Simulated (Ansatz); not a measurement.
# The gap of Ta2O5 (Pmmn): a ladder of methods and an error budget, part 2 of 2

The study climbs from cheap functionals to G0W0 on Ta2O5 (Pmmn) and then asks what each convergence step is worth.

Ansatz 0.2.0; density functionals, hybrids, G0W0, plane waves, PAW. Known limits of the many-body steps: not at the basis limit; no spin-orbit coupling; coarse k mesh.

So far. Step 5 (HSE06+SOC): The gap stands −0.01 eV against HSE06. Step 6 (G0W0, 4×2×4 mesh, 440 empty bands, screening to 100 eV …): The gap on the mesh goes from 2.21 eV to 3.61 eV, a correction of +1.40 eV. Between the two edge states, bare exchange in place of the xc potential would open the gap by 10.71 eV, and correlation takes back 9.31 eV.

## (7) G0W0, 4×2×4 mesh, 891 empty bands, screening to 160 eV, hard PAW files

Level of this step: G0W0 on LDA, plane waves, PAW (Ansatz).

Bands and screening cutoff are moved together, since each hides the error of the other.

input.yaml reads:

```yaml
crystal:
  lattice:
    - [3.84085413, 0.0, 0.0]
    - [0.0, 13.0373230544, 0.0]
    - [0.0, 0.0, 3.8741645114]
  atoms:
    - { symbol: Ta, position: [0.0, 0.14579693, 0.02271197] }
    - { symbol: Ta, position: [0.5, 0.35420307, 0.97728803] }
    - { symbol: Ta, position: [0.5, 0.64579693, 0.97728803] }
    - { symbol: Ta, position: [0.0, 0.85420307, 0.02271197] }
    - { symbol: O, position: [0.5, 0.18522554, 0.00205837] }
    - { symbol: O, position: [0.0, 0.31477446, 0.99794163] }
    - { symbol: O, position: [0.0, 0.68522554, 0.99794163] }
    - { symbol: O, position: [0.5, 0.81477446, 0.00205837] }
    - { symbol: O, position: [0.0, 0.85107074, 0.50764741] }
    - { symbol: O, position: [0.5, 0.64892926, 0.49235259] }
    - { symbol: O, position: [0.5, 0.35107074, 0.49235259] }
    - { symbol: O, position: [0.5, 0.5, 0.99500122] }
    - { symbol: O, position: [0.0, 0.0, 0.00499878] }
    - { symbol: O, position: [0.0, 0.14892926, 0.50764741] }
kpoints:
  mp_grid: { grid: [4, 2, 4] }
hamiltonian:
  xc: lda
  pseudopotentials: { kind: paw, source: ansatz }
scf:
  occupations: { method: fixed }
gw:
  n_empty_bands: 891
  ecut_chi: 160.0
  qp_bands: [v4, c4]
  qp_kpoints: band_edges
  screening: { model: contour_deformation }
```

The run is started by

```
> ansatz run input.yaml --threads 4 --pin off --max-ram 138240MiB --backend cuda --events-out ev --progress --plain --runs-dir out --devices 1 --max-vram 26GiB
```

Numbers of over 12 decimals in the logs are rounded to 6 here.

What it wrote:

```text
GPUs: using 1 of 1 available (devices: 1).
[...]
GPU FFT provider: cuFFT
GPU libraries: cuBLAS 13.8.2, cuFFT 12.4.0, cuSOLVER 12.3.4
Crystal: 14 atoms, lattice volume = 193.997 Å³
Basis set: ecut = 930 eV, 12573 PW (Γ)
Bands: 101, of which v1, the nominal top of the filled ones, is band 84 counted from 1 (83 counted from 0)
Symmetry: 8 space group operations
[...]
k-points: 18 of 32
[...]
0    88     10.8508   -13.4105    -4.8485   -19.3127  0.7870    11.9205    11.9045  root
[...]
17    85     11.3464   -13.6124    -5.0786   -19.8079  0.7797    12.4836    12.4632  root
    17    86     11.3464   -13.6124    -5.0786   -19.8079  0.7797    12.4836    12.4632  root
    17    87     13.1311   -14.9873    -5.5647   -21.7322  0.7453    14.3431    14.3113  root
    17    88     13.1311   -14.9873    -5.5647   -21.7322  0.7453    14.3431    14.3113  root
[key lines of the parts left out:]
SCF converged after 12 iterations
Free energy (F): -71690.599235 eV
Fermi energy:    8.181154 eV
```

It took 2.2 min on 1 × NVIDIA H100 80GB HBM3 (shared by 3 runs) with 4 threads of AMD EPYC 7R13 (Zen 3), shared host; peak memory 7.6 GiB; 4.1 min of CPU time.

This step gave:

* bands summed: 975
* RPA ε∞ on this mesh (eigenvalues): 4.653, 4.877, 7.083
* plane waves in the screening matrix: 879
* G0W0 gap on the mesh: 3.691 eV
* k of the valence top: -0.5, -0.5, -0.5
* k of the conduction bottom: 0, 0, 0
* starting gap on the mesh: 2.213 eV
* least direct G0W0 gap on the computed points: 4.359 eV

Against the run with 4×2×4 mesh, 440 empty bands, screening to 100 eV, hard PAW files, the gap moves by +0.08 eV.

## (8) G0W0, 4×2×4 mesh, 1637 empty bands, screening to 240 eV, hard PAW files

input.yaml, as its differences from that of step 7:

```diff
@@ -28,4 +28,4 @@
 gw:
-  n_empty_bands: 891
-  ecut_chi: 160.0
+  n_empty_bands: 1637
+  ecut_chi: 240.0
   qp_bands: [v4, c4]
```

What it wrote:

```text
GPUs: using 1 of 1 available (devices: 1).
[...]
GPU FFT provider: cuFFT
GPU libraries: cuBLAS 13.8.2, cuFFT 12.4.0, cuSOLVER 12.3.4
Crystal: 14 atoms, lattice volume = 193.997 Å³
Basis set: ecut = 930 eV, 12573 PW (Γ)
Bands: 101, of which v1, the nominal top of the filled ones, is band 84 counted from 1 (83 counted from 0)
Symmetry: 8 space group operations
[...]
k-points: 18 of 32
[...]
0    88     10.8508   -13.4105    -4.9719   -19.3127  0.7858    11.7933    11.7810  root
[...]
17    85     11.3464   -13.6124    -5.2131   -19.8079  0.7786    12.3442    12.3288  root
    17    86     11.3464   -13.6124    -5.2131   -19.8079  0.7786    12.3442    12.3288  root
    17    87     13.1311   -14.9873    -5.7270   -21.7322  0.7437    14.1715    14.1491  root
    17    88     13.1311   -14.9873    -5.7270   -21.7322  0.7437    14.1715    14.1491  root
[key lines of the parts left out:]
SCF converged after 12 iterations
Free energy (F): -71690.599235 eV
Fermi energy:    8.181154 eV
```

Elapsed: 7.4 min, on 1 × NVIDIA H100 80GB HBM3 (shared by 3 runs) with 4 threads; peak memory 16 GiB.

Numbers from this step:

| Property | Result |
| --- | --- |
| bands summed | 1721 |
| RPA ε∞ on this mesh (eigenvalues) | 4.643, 4.864, 7.064 |
| plane waves in the screening matrix | 1625 |
| G0W0 gap on the mesh | 3.787 eV |
| k of the valence top | -0.5, -0.5, -0.5 |
| k of the conduction bottom | 0, 0, 0 |
| starting gap on the mesh | 2.213 eV |
| least direct G0W0 gap on the computed points | 4.461 eV |

Against the run with 4×2×4 mesh, 891 empty bands, screening to 160 eV, hard PAW files, the gap moves by +0.10 eV.

## (9) G0W0, 4×2×4 mesh, 2640 empty bands, screening to 330 eV, hard PAW files

input.yaml, as its differences from that of step 8:

```diff
@@ -28,4 +28,4 @@
 gw:
-  n_empty_bands: 1637
-  ecut_chi: 240.0
+  n_empty_bands: 2640
+  ecut_chi: 330.0
   qp_bands: [v4, c4]
```

What it wrote:

```text
GPUs: using 1 of 1 available (devices: 1).
[...]
GPU FFT provider: cuFFT
GPU libraries: cuBLAS 13.8.2, cuFFT 12.4.0, cuSOLVER 12.3.4
Crystal: 14 atoms, lattice volume = 193.997 Å³
Basis set: ecut = 930 eV, 12573 PW (Γ)
Bands: 101, of which v1, the nominal top of the filled ones, is band 84 counted from 1 (83 counted from 0)
Symmetry: 8 space group operations
[...]
k-points: 18 of 32
[...]
GPU buffer pool allocated for 303750 grid points (all kernels)
[...]
SCF iter   1: F=—  HF=-71694.290640 eV  |F-HF|=—  |Δ(HF+E_count)|=         —  Δρ=7.72e-2  dr2=9.24e0  ethr=3.10e-3  ⟨swp⟩=4.1  Hψ=6123  notcnv=0  defer=249
[...]
SCF iter  12: F=-71690.599235 eV  HF=-71690.599235 eV  |F-HF|=1.19e-9  |Δ(HF+E_count)|=   2.98e-7  Δρ=4.56e-6  dr2=4.62e-8  ethr=5.95e-11  ⟨swp⟩=11.4  Hψ=7080  notcnv=0
SCF 1 converged in 12 iterations: F = -71690.599235 eV  dr2 = 4.62e-8
[...]
G₀W₀ screening: q 1/18
[... further progress lines ...]
SCF converged after 12 iterations
Free energy (F): -71690.599235 eV
[...]
Internal energy: -71690.599235 eV  (E = F + TS)
E sigma→0 (E₀):  -71690.599235 eV
Fermi energy:    8.181154 eV
[...]
--- Band table (eV; the first three rows and the last of 18) ---
  k-point 0: bands = [... 80 lower, 7.3582, 7.4471, 7.5126, 7.5970, 10.3941, 10.4209, 10.8203, 10.8508, ... 13 higher]
  k-point 1: bands = [... 80 lower, 6.7983, 7.0306, 7.5362, 7.7115, 11.8805, 12.0676, 12.1115, 12.2227, ... 13 higher]
  k-point 2: bands = [... 80 lower, 6.5498, 6.8744, 7.8771, 7.8893, 12.2460, 12.4112, 13.5749, 13.6422, ... 13 higher]
  k-point 17: bands = [... 80 lower, 8.0718, 8.0718, 8.1812, 8.1812, 11.3464, 11.3464, 13.1311, 13.1311, ... 13 higher]
[...]
0    81      7.3582   -25.0546     3.9759   -20.2824  0.7152     6.5482     6.5620  root
     0    82      7.4471   -27.5375     4.1034   -22.5297  0.7361     6.5275     6.5428  root
     0    83      7.5126   -25.4566     3.9053   -20.7553  0.7194     6.7037     6.7166  root
     0    84      7.5970   -28.0798     4.1363   -23.0170  0.7394     6.6552     6.6705  root
     0    85     10.3941   -13.0680    -4.8719   -18.7723  0.7910    11.2354    11.2265  root
     0    86     10.4209   -13.1922    -4.7924   -18.8063  0.7903    11.2511    11.2425  root
     0    87     10.8203   -13.3568    -5.0915   -19.3114  0.7858    11.6939    11.6834  root
     0    88     10.8508   -13.4105    -5.0434   -19.3127  0.7854    11.7199    11.7096  root
     1    81      6.7983   -25.3575     4.3136   -20.2313  0.7132     5.9697     5.9857  root
     1    82      7.0306   -25.3212     4.2899   -20.2081  0.7151     6.1919     6.2074  root
     1    83      7.5362   -25.5476     4.2511   -20.4629  0.7172     6.6880     6.7026  root
     1    84      7.7115   -25.7801     4.1720   -20.7822  0.7183     6.8718     6.8856  root
     1    85     11.8805   -14.0445    -5.1179   -19.9937  0.7683    12.7232    12.7117  root
     1    86     12.0676   -14.0255    -5.2593   -20.1292  0.7669    12.9246    12.9119  root
     1    87     12.1115   -14.7392    -4.8867   -20.4334  0.7623    12.9295    12.9188  root
     1    88     12.2227   -14.2382    -4.9518   -20.0038  0.7656    13.0478    13.0365  root
     2    81      6.5498   -25.3131     4.5614   -19.9131  0.7108     5.6931     5.7112  root
     2    82      6.8744   -24.9890     4.3362   -19.8214  0.7150     6.0265     6.0430  root
     2    83      7.8771   -25.9953     4.1486   -21.0233  0.7200     7.0406     7.0538  root
     2    84      7.8893   -25.9873     4.2209   -20.9354  0.7204     7.0449     7.0584  root
     2    85     12.2460   -13.6053    -5.6449   -20.1446  0.7654    13.1560    13.1402  root
     2    86     12.4112   -14.2178    -5.3665   -20.4269  0.7622    13.2680    13.2538  root
     2    87     13.5749   -15.4781    -5.5710   -21.8935  0.7313    14.4367    14.4193  root
     2    88     13.6422   -15.0261    -5.5273   -21.3949  0.7349    14.5018    14.4838  root
[...]
17    81      8.0718   -26.1781     4.2158   -21.1573  0.7216     7.2546     7.2669  root
    17    82      8.0718   -26.1781     4.2158   -21.1573  0.7216     7.2546     7.2669  root
    17    83      8.1812   -26.3372     4.2011   -21.3326  0.7217     7.3658     7.3778  root
    17    84      8.1812   -26.3372     4.2011   -21.3326  0.7217     7.3658     7.3778  root
    17    85     11.3464   -13.6124    -5.2918   -19.8079  0.7781    12.2630    12.2501  root
    17    86     11.3464   -13.6124    -5.2918   -19.8079  0.7781    12.2630    12.2501  root
    17    87     13.1311   -14.9873    -5.8259   -21.7322  0.7429    14.0678    14.0502  root
    17    88     13.1311   -14.9873    -5.8259   -21.7322  0.7429    14.0678    14.0502  root
```

Elapsed: 14 min, on 1 × NVIDIA H100 80GB HBM3 (shared by 3 runs) with 4 threads; peak memory 33 GiB.

Numbers from this step:

* bands summed: 2724
* RPA ε∞ on this mesh (eigenvalues): 4.638, 4.861, 7.060
* plane waves in the screening matrix: 2635
* q-points in the mesh: 32
* G0W0 gap on the mesh: 3.849 eV
* k of the valence top: -0.5, -0.5, -0.5
* k of the conduction bottom: 0, 0, 0
* starting gap on the mesh: 2.213 eV
* Z at the valence top: 0.7217
* Z at the conduction bottom: 0.7910
* least direct G0W0 gap on the computed points: 4.510 eV

Against the run with 4×2×4 mesh, 1637 empty bands, screening to 240 eV, hard PAW files, the gap moves by +0.06 eV.

Limits: finite bands, cutoff and mesh; no spin-orbit coupling; coarse k mesh. v1 is the top filled band, c1 the lowest empty one. Levels before and after the correction, in eV, zero at the valence-band top of each column:

```csv
,conduction bottom,valence top
Kohn-Sham,2.21,0.00
G0W0,3.85,0.00
```

```csv
,level,occupation,energy (eV)
Kohn-Sham,Γ v3,2,-0.734
Kohn-Sham,Γ v2,2,-0.669
Kohn-Sham,Γ v1,2,-0.584
Kohn-Sham,Γ c1,0,2.213
Kohn-Sham,Γ c2,0,2.240
Kohn-Sham,Γ c3,0,2.639
Kohn-Sham,(-0.5 -0.5 -0.5) v3,2,-0.109
Kohn-Sham,(-0.5 -0.5 -0.5) v2-v1,2,0.000
Kohn-Sham,(-0.5 -0.5 -0.5) c1-c2,0,3.165
Kohn-Sham,(-0.5 -0.5 -0.5) c3,0,4.950
G0W0,Γ v3,2,-0.835
G0W0,Γ v2,2,-0.661
G0W0,Γ v1,2,-0.707
G0W0,Γ c1,0,3.849
G0W0,Γ c2,0,3.865
G0W0,Γ c3,0,4.306
G0W0,(-0.5 -0.5 -0.5) v3,2,-0.111
G0W0,(-0.5 -0.5 -0.5) v2-v1,2,0.000
G0W0,(-0.5 -0.5 -0.5) c1-c2,0,4.872
G0W0,(-0.5 -0.5 -0.5) c3,0,6.672
```

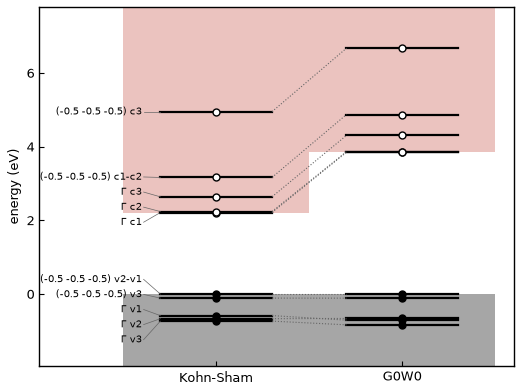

Levels before and after the correction. Shaded: valence and conduction bands. Filled marks are occupied levels, open marks empty ones.

How the two edges are built up, in eV (the quasiparticle level is the starting level plus Σx plus Σc less Vxc):

```csv
run,edge,start,Σx,Σc,Vxc,Z,QP
524 bands,valence top,8.18,-26.34,4.79,-21.33,0.73,7.97
524 bands,conduction bottom,10.39,-13.07,-4.52,-18.77,0.79,11.58
975 bands,valence top,8.18,-26.34,4.54,-21.33,0.73,7.72
975 bands,conduction bottom,10.39,-13.07,-4.69,-18.77,0.79,11.41
1721 bands,valence top,8.18,-26.34,4.33,-21.33,0.72,7.51
1721 bands,conduction bottom,10.39,-13.07,-4.80,-18.77,0.79,11.29
2724 bands,valence top,8.18,-26.34,4.20,-21.33,0.72,7.38
2724 bands,conduction bottom,10.39,-13.07,-4.87,-18.77,0.79,11.23
```

## (10) G0W0@LDA, 6×2×6 mesh, 440 empty bands, screening to 100 eV, hard PAW files

Only the mesh changes. It samples the long-range screening, which converges on its own terms. Bands and cutoff differ from the step before, so it is read against an earlier run that matches them.

input.yaml, as its differences from that of step 9:

```diff
@@ -21,3 +21,3 @@
 kpoints:
-  mp_grid: { grid: [4, 2, 4] }
+  mp_grid: { grid: [6, 2, 6] }
 hamiltonian:
@@ -28,4 +28,4 @@
 gw:
-  n_empty_bands: 2640
-  ecut_chi: 330.0
+  n_empty_bands: 440
+  ecut_chi: 100.0
   qp_bands: [v4, c4]
```

What it wrote:

```text
GPUs: using 1 of 1 available (devices: 1).
[...]
GPU FFT provider: cuFFT
GPU libraries: cuBLAS 13.8.2, cuFFT 12.4.0, cuSOLVER 12.3.4
Crystal: 14 atoms, lattice volume = 193.997 Å³
Basis set: ecut = 930 eV, 12573 PW (Γ)
Bands: 101, of which v1, the nominal top of the filled ones, is band 84 counted from 1 (83 counted from 0)
Symmetry: 8 space group operations
[...]
k-points: 32 of 72
[...]
0    88     10.8565   -13.4731    -4.6028   -19.3110  0.7921    12.1122    12.0915  root
[...]
31    85     11.3525   -13.6022    -4.8852   -19.8054  0.7833    12.6986    12.6706  root
    31    86     11.3525   -13.6022    -4.8852   -19.8054  0.7833    12.6986    12.6706  root
    31    87     13.1373   -14.9862    -5.3289   -21.7298  0.7505    14.6009    14.5518  root
    31    88     13.1373   -14.9862    -5.3289   -21.7298  0.7505    14.6009    14.5518  root
[key lines of the parts left out:]
SCF converged after 12 iterations
Free energy (F): -71690.654945 eV
Fermi energy:    8.173967 eV
```

The job ended after 6 min (1 × NVIDIA H100 80GB HBM3 (shared by 3 runs) with 4 threads; peak memory 5.9 GiB; 11 min of CPU time).

Numbers from this step:

```
bands summed                                 : 524
RPA ε∞ on this mesh (eigenvalues)            : 4.670, 4.689, 6.514
plane waves in the screening matrix          : 433
G0W0 gap on the mesh                         : 3.632 eV
k of the valence top                         : -0.5, -0.5, -0.5
k of the conduction bottom                   : 0, 0, 0
starting gap on the mesh                     : 2.226 eV
least direct G0W0 gap on the computed points : 4.272 eV
```

Against the run with 4×2×4 mesh, 440 empty bands, screening to 100 eV, hard PAW files, the gap moves by +0.018 eV.

## (11) The ladder

Times are wall times on 1 × NVIDIA H100 80GB HBM3 (shared by 3 runs) with 4 threads of AMD EPYC 7R13 (Zen 3), shared host, good to a factor of about two. G0W0 rows are gaps on the mesh, lowered by the amount that the mesh misses the start's edges, a rough step that assumes the same correction there.

```csv
level,gap (eV),least direct gap (eV),time
LDA,2.22,2.82,8.3 s
LDA+SOC,2.20,2.78,15 s
HSE06,3.77,4.39,46 s
HSE06+SOC,3.76,4.35,1.8 min
"G0W0@LDA (440 empty bands, hard PAW)",3.61,-,68 s
"G0W0@LDA (891 empty bands, hard PAW)",3.69,-,2.2 min
"G0W0@LDA (1637 empty bands, hard PAW)",3.79,-,7.4 min
"G0W0@LDA (2640 empty bands, hard PAW)",3.85,-,14 min
"G0W0@LDA (440 empty bands, 6×2×6, hard PAW)",3.63,-,6 min
```

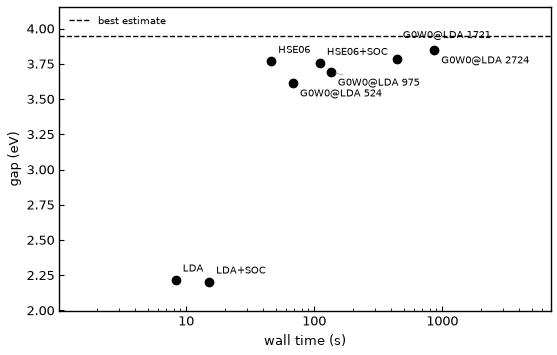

Result against wall time.

## (12) Adding up the best estimate

```csv
term,eV,running total (eV)
"G0W0 on the mesh, top rung",3.849,3.849
"to the limit, by a line in one over the bands through the two top rungs",+0.107,3.955
shift on 6×2×6 less that on 4×2×4,+0.005,3.961
"spin-orbit change, from LDA",−0.015,3.946
```

## (13) Outcome

```yaml
lda_gap: 2.22 eV, indirect
hse06: 3.77 eV
g0w0_top_rung_on_the_mesh: 3.85 eV
best_estimate_g0w0_lda_with_spin_orbit_change: 3.95 eV
gw_settings_of_the_top_rung: 4×2×4 mesh, 2640 empty bands, screening to 330 eV, hard PAW files
known_limits: one-shot GW, static lattice; coarse k mesh
```

What this shows: The best estimate for G0W0@LDA is 3.95 eV, indirect by LDA+SOC, against 2.20 eV at the start (both with spin-orbit coupling). The pair of rungs below gives a limit −0.04 eV away. Among the functionals HSE06 comes nearest: −0.19 eV from the estimate without its spin-orbit term (3.96 eV). All runs took 34 min, 91 % of it in G0W0. The 4×2×4 mesh is coarse for this cell (its supercell is 15 Å along the shortest edge). The RPA ε∞ on it, from the LDA start, is 4.64, 4.86 and 7.06; such meshes misread the long-range screening, most where the gap is narrow.

[Paths, hosts, dates, memory and timing lines, banners, echoed tables and standing remarks are left out of the program output.]

[Logs are printed without paths, hosts, clocks, repeated set-up lines and the standing remarks that a program may print on its own settings, such as how far it seeks lower states.]

[Runs of the session that timed out or met a known fault of the program may be left out.]

[Cells called generated may have been cut or substituted from an entry of the Crystallography Open Database or the Materials Project.]

[Hosts, paths, dates, database ids (printed as entryN), source tags and the programs' standing remarks are cut or masked in the printed files.]
